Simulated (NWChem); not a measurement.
# CuH2OF (SMILES [OH2+][Cu-][F]): M06-2X/pcseg-2

Aim: the vertical ionisation energy of CuH2OF at M06-2X/pcseg-2, from 2 runs. 

The calculation is run with NWChem 7.3.0.

## 1. The structure to begin with

CuH2OF: 5 atoms, total charge 0, spin state singlet. As SMILES, `[OH2+][Cu-][F]`. The shape is that of a PBE0-D4/def2-TZVP optimisation. This is one conformer, not always the lowest.

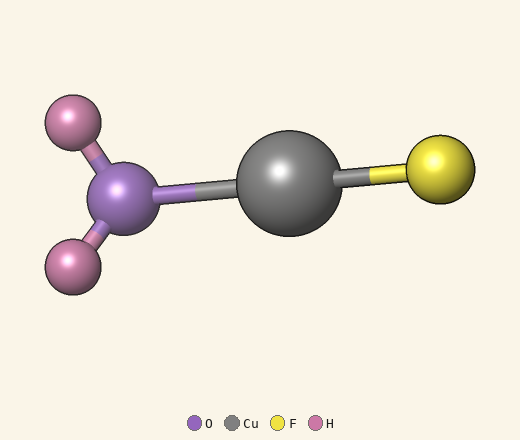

Viewed from a chosen angle; oxygen purple, copper grey, fluorine yellow, hydrogen pink.

## 2. A single-point energy at M06-2X/pcseg-2

Contents of calc.nw:

```
echo
start calc
memory total 2200 mb
geometry units bohr noautosym nocenter noautoz
  O  -1.47889967  0.48244708 -0.96772875
  Cu  1.39745247 -1.06920704  0.62984572
  F   4.01869158 -2.48574574  2.08493483
  H  -2.77430692  1.02158594  0.19048439
  H  -1.06864012  1.91145798 -2.01614880
end
basis spherical bse
  * library pcseg-2
end
dft
  xc m06-2x
  grid fine
  convergence energy 1e-08
  iterations 100
  mulliken
  print low
end
task dft energy
```

The run is started by

```bash
$ nwchem calc.nw > calc.out
```

The program printed:

```text
[...]
 d= 0,ls=0.0,diis     1  -1816.6172307999 -1.99D+03  3.72D-02  3.16D+00     5.9
[...]
 d= 0,ls=0.5,diis    26  -1816.8426716352 -8.34D-09  9.41D-07  1.14D-08   111.6
         Total DFT energy =    -1816.842671638645
      One electron energy =    -2886.931674005370
           Coulomb energy =      980.468855669388
    Exchange-Corr. energy =      -87.019211967116
 Nuclear repulsion energy =      176.639358664452
[...]
      Total Density - Mulliken Population Analysis
     ---------------------------------------------
    Atom       Charge   Shell Charges
 -----------   ------   -------------------------------------------------------
    1 O    8     8.42   2.00  0.62  0.77  0.28  2.03  2.00  0.70  0.00  0.01  0.00
    2 Cu  29    28.35   2.00  2.00  1.12  0.85  0.23  0.21  6.00  5.53  0.50  0.12  7.27  1.97  0.55  0.00  0.00  0.00
    3 F    9     9.73   2.00  0.64  0.91  0.45  2.35  2.27  1.12  0.00  0.00  0.00
    4 H    1     0.75   0.40  0.25  0.00  0.02  0.07  0.01
    5 H    1     0.75   0.40  0.25  0.00  0.02  0.07  0.01
[...]
```

It took 1.9 min on 1 thread of AMD EPYC 9R45 (Zen 5), shared host; peak memory 0.14 GiB.

## 3. The doublet cation, same level

Contents of job.nw:

```
start job
title "CuFH2O"
memory stack 880 mb heap 220 mb global 1100 mb
charge 1

geometry units angstroms noautosym nocenter noautoz
O    -0.782600    0.255300   -0.512100
Cu    0.739500   -0.565800    0.333300
F     2.126600   -1.315400    1.103300
H    -1.468100    0.540600    0.100800
H    -0.565500    1.011500   -1.066900
end

basis spherical bse
* library pcseg-2
end

dft
xc m06-2x
mult 2
grid fine
convergence energy 1e-08
iterations 100
mulliken
noprint "final vectors analysis"
end

task dft
```

The run is started by

```bash
$ nwchem job.nw > job.out
```

The program printed:

```text
[...]
          Wavefunction type:  spin polarized.
          No. of atoms     :     5
          No. of electrons :    47
[...]
          Charge           :     1
          Spin multiplicity:     2
[...]
          AO basis - number of functions:   144
[...]
              XC Information
              --------------
                       M06-2X Method XC Functional
                     Hartree-Fock (Exact) Exchange  0.540
                        M06-2X Exchange Functional  1.000
                      M06-2X Correlation Potential  1.000
[...]
 d= 0,ls=0.0,diis     1  -1815.0777038191 -1.99D+03  1.11D-01  5.81D+00     6.3
[...]
 d= 0,ls=0.5,diis    60  -1816.5009474536  1.84D-09  9.75D-08  2.20D-09   274.5
[...]
         Total DFT energy =    -1816.500947458595
      One electron energy =    -2868.588005916400
           Coulomb energy =      962.069495693991
    Exchange-Corr. energy =      -86.621808666378
 Nuclear repulsion energy =      176.639371430191
[...]
      Total Density - Mulliken Population Analysis
     ---------------------------------------------
    Atom       Charge   Shell Charges
 -----------   ------   -------------------------------------------------------
    1 O    8     8.33   2.00  0.61  0.78  0.26  2.04  2.04  0.59  0.00  0.01  0.00
    2 Cu  29    27.81   2.00  2.00  1.13  0.84  0.36  0.05  6.00  5.57  0.48  0.19  7.11  1.71  0.36  0.00  0.00  0.00
    3 F    9     9.46   2.00  0.65  0.93  0.41  2.32  2.26  0.89  0.00  0.01  0.00
    4 H    1     0.70   0.39  0.23 -0.01  0.02  0.07  0.01
    5 H    1     0.70   0.39  0.23 -0.01  0.02  0.07  0.01
[...]
      <S2> =      0.7555 (Exact =     0.7500)
[...]
```

Wall time 4.7 min (1 thread of AMD EPYC 9R45 (Zen 5), shared host); peak memory 0.14 GiB.

## 4. What came out

At M06-2X/pcseg-2:

```
                                          quantity           value
                      singlet CuH2OF: total energy  -1816.84267 Eh
                      doublet cation: total energy  -1816.50095 Eh
                              doublet cation: ⟨S²⟩           0.755
vertical ionisation energy (to the doublet cation)        9.299 eV
```

What this shows: Removing an electron at fixed nuclei costs 9.30 eV (214 kcal/mol). Mulliken charges (singlet CuH2OF) run from -0.73 on F3 to +0.65 on Cu2; they depend strongly on the basis.
